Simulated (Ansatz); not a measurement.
# CH5Al: the cost of one run

The runs use Ansatz 0.2.0, Gaussian basis; PBE0-D4/def2-TZVP structures, single points in def2-TZVPP, no counterpoise correction.

Levels: SPW92, PBE-D4, BLYP-D4, r2SCAN-D4, B97M-V, PBE0-D4, B3LYP-D4, r2SCAN0-D4, BHLYP-D4, CAM-B3LYP-D4, wB97X-V, wB97M-V, B2PLYP, PBE-QIDH, RPA on PBE, Hartree-Fock, MP2, CCSD, CCSD(T).

Correlated methods freeze the cores. B3LYP uses VWN-RPA correlation. B2PLYP carries no dispersion term here.

78 further runs of the same task are left out: 78 set aside as unsound or not needed.

## Step 1: The system as given

The complex: 10 atoms, charge 0, spin multiplicity 1.

Atoms are counted from 1 here; the program's logs count them from 0.

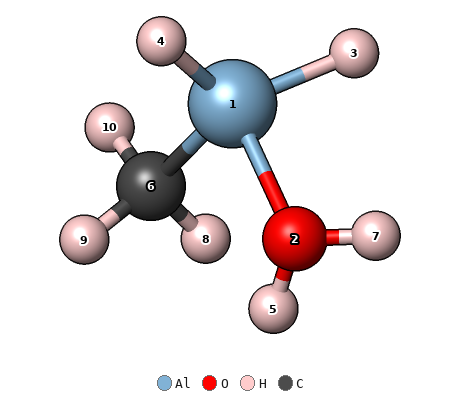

As it starts; aluminium light blue, oxygen red, hydrogen pink, carbon dark grey; atoms are numbered from 1 in the order of the file.

Geometry (Å):

```
Al   -0.7690    0.3019   -0.4416
O     1.0817    1.0676   -0.8213
H    -0.9233   -0.3665   -1.8957
H    -1.6255    1.6150   -0.1440
H     1.7512    0.7096   -0.2281
C    -0.2780   -0.8610    1.0728
H     1.3464    0.8543   -1.7229
H     0.4562   -1.6300    0.8077
H     0.1183   -0.2964    1.9247
H    -1.1580   -1.3946    1.4484
```

Its parts: CH5Al holds atoms 1, 3, 4, 6, 8, 9, 10; H2O holds atoms 2, 5, 7. Each part counts its atoms afresh in its own runs.

## Step 2: Relaxing CH5Al alone

Input file relax-a/in.yaml:

```yaml
crystal:
  periodic: [false, false, false]
  atoms:
    - {symbol: Al, position_ang: [-0.769027, 0.301946, -0.441641]}
    - {symbol: H, position_ang: [-0.923266, -0.366524, -1.895683]}
    - {symbol: H, position_ang: [-1.625484, 1.614991, -0.143997]}
    - {symbol: C, position_ang: [-0.278015, -0.861042, 1.072827]}
    - {symbol: H, position_ang: [0.456245, -1.629969, 0.807745]}
    - {symbol: H, position_ang: [0.118308, -0.296351, 1.924703]}
    - {symbol: H, position_ang: [-1.157982, -1.394581, 1.448446]}
basis:
  gaussian: {orbitals: def2-TZVP}
hamiltonian: {xc: pbe0, dispersion: d4}
relax: {f_tol: 0.005, max_steps: 200}
```

On the command line:

```console
ansatz run in.yaml --threads 2 --pin off --events-out ev --progress --plain --max-ram 4352MiB
```

**Question.** How long does this run take on 2 threads of Arm Neoverse V1, shared host?

About 6 s.
